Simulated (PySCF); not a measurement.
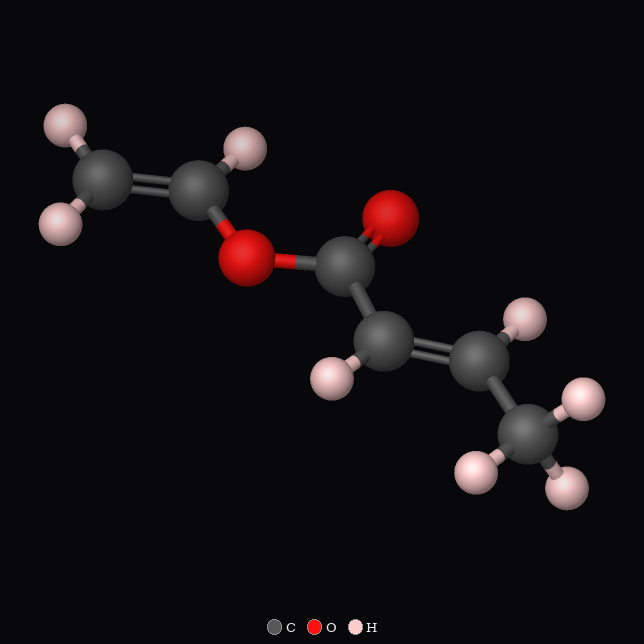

The picture shows a molecular structure as a ball-and-stick model. Double and triple bonds are drawn as two and three sticks.

**Which formula does it have?**

C6H8O2, 16 atoms: 6 carbon, 8 hydrogen and 2 oxygen.

**Write the SMILES.**

C=COC(=O)/C=C/C

The parts below concern this one geometry. Atoms keep their numbers from picture to picture. The computed structure is the end point of a PBE0-D3(BJ)/def2-SVP optimisation. No frequency run is at hand to confirm it as a minimum.

### Shape

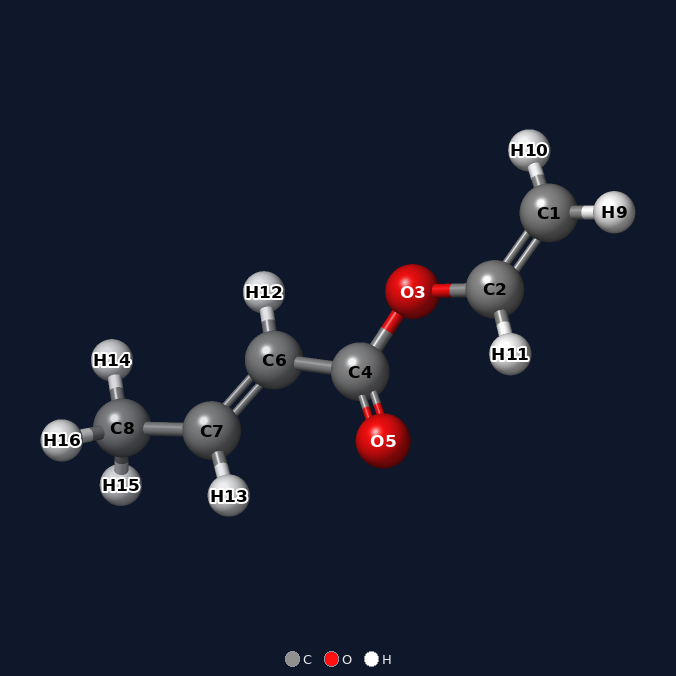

Numbered structure. No frequency run is at hand to confirm it as a minimum.

Give these bond angles: C1–C2–H11, C2–C1–H9, C2–C1–H10, C2–O3–C4, O3–C2–H11, O5–C4–C6, C6–C7–C8, C6–C7–H13, C7–C6–H12, C7–C8–H14, C7–C8–H15, C8–C7–H13.

| angle | degrees |
| --- | --- |
| C1–C2–H11 | 125.1 |
| C2–C1–H9 | 119.7 |
| C2–C1–H10 | 121.3 |
| C2–O3–C4 | 118.3 |
| O3–C2–H11 | 114.4 |
| O5–C4–C6 | 126.5 |
| C6–C7–C8 | 125.7 |
| C6–C7–H13 | 116.6 |
| C7–C6–H12 | 122.4 |
| C7–C8–H14 | 112.2 |
| C7–C8–H15 | 110.6 |
| C8–C7–H13 | 117.7 |

### Excitation

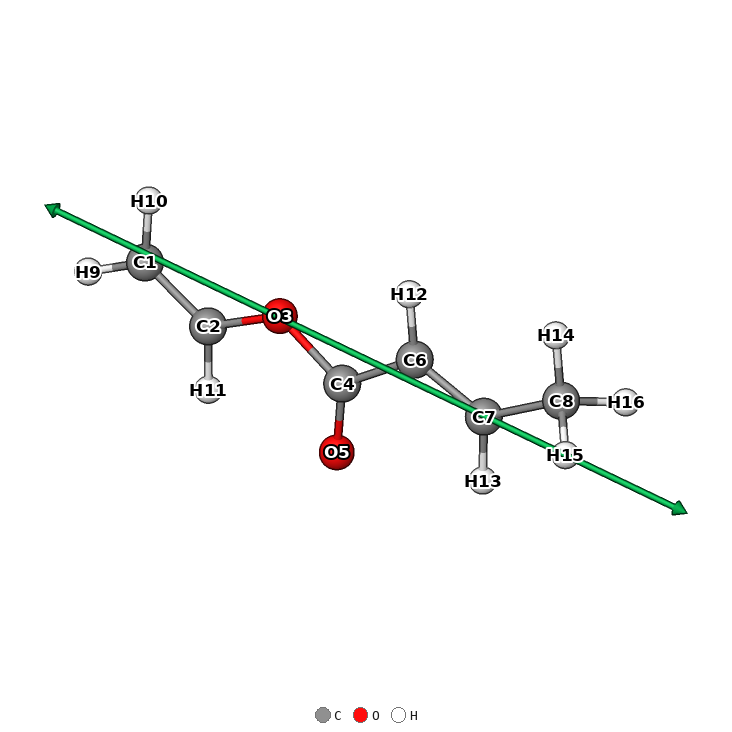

The double arrow shows the direction of the transition dipole to excited singlet state 2 (its length means nothing). No frequency run is at hand to confirm it as a minimum. Properties computed with TDDFT CAM-B3LYP/def2-SVPD, vertical, IEF-PCM methanol (non-equilibrium linear response), core orbitals frozen in the response (PySCF 2.14.0).

**How is the transition polarised?**

Close to the long direction C1···C8.

**Give its energy, strength and character.**

5.56 eV (223 nm), oscillator strength 0.84, mainly HOMO → LUMO (weight 0.87); transition dipole 6.32 D.

### Quadrupole coupling

No frequency run is at hand to confirm it as a minimum. Electric field gradients from the ground-state density, PBE0/pcSseg-1 in methanol (IEF-PCM) (PySCF 2.14.0), non-relativistic apart from any core potentials.

Give the largest field-gradient component, the quadrupole coupling constant and the asymmetry for 17O at O3 (Q = −25.6 mb), 17O at O5 (Q = −25.6 mb), 2H at H9 (Q = 2.86 mb), 2H at H10 (Q = 2.86 mb), 2H at H11 (Q = 2.86 mb), 2H at H12 (Q = 2.86 mb).

| atom | V_zz (a.u.) | e²qQ/h (MHz) | η |
| --- | --- | --- | --- |
| O3 | 1.608 | −9.67 | 0.20 |
| O5 | −1.466 | 8.82 | 0.00 |
| H9 | 0.310 | 0.208 | 0.07 |
| H10 | 0.308 | 0.207 | 0.06 |
| H11 | 0.289 | 0.194 | 0.09 |
| H12 | 0.299 | 0.201 | 0.09 |

### Charges

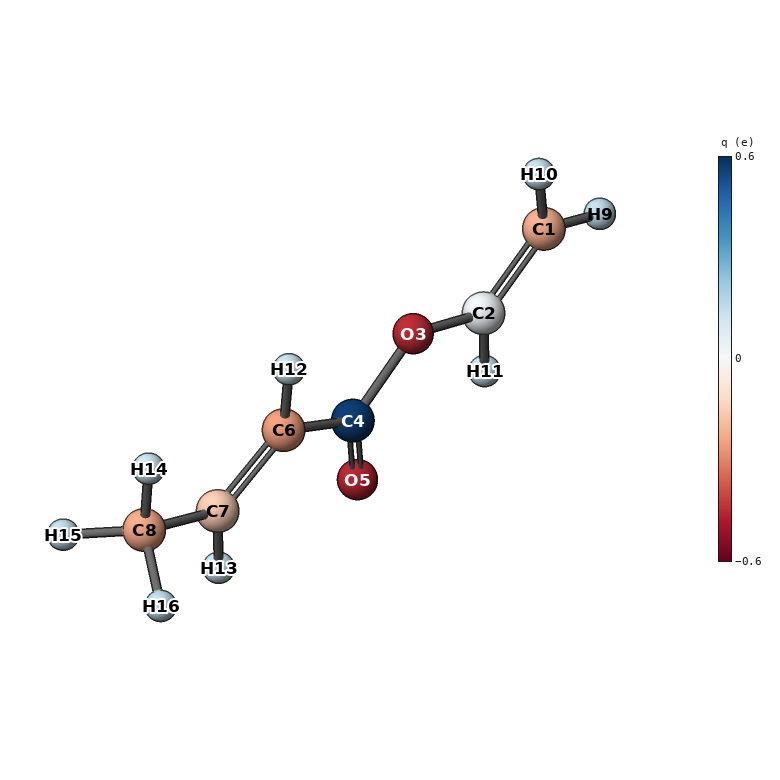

Atoms are coloured by their Mulliken charges. No frequency run is at hand to confirm it as a minimum. Properties computed with PBE0/pcSseg-1 in methanol (IEF-PCM) (PySCF 2.14.0).

**Which atom carries the highest charge (most positive or least negative)?**

C4 (0.57 e).

**And the lowest?**

O5 (−0.45 e).

Give the Mulliken charges atom by atom.

```tsv
atom	value (e)
C1	−0.22
C2	0.03
O3	−0.44
C4	0.57
O5	−0.45
C6	−0.25
C7	−0.15
C8	−0.23
H9	0.15
H10	0.14
H11	0.14
H12	0.13
H13	0.13
H14	0.14
H15	0.15
H16	0.15
```

Mulliken values depend strongly on the basis set and can even reverse the polarity of a bond.
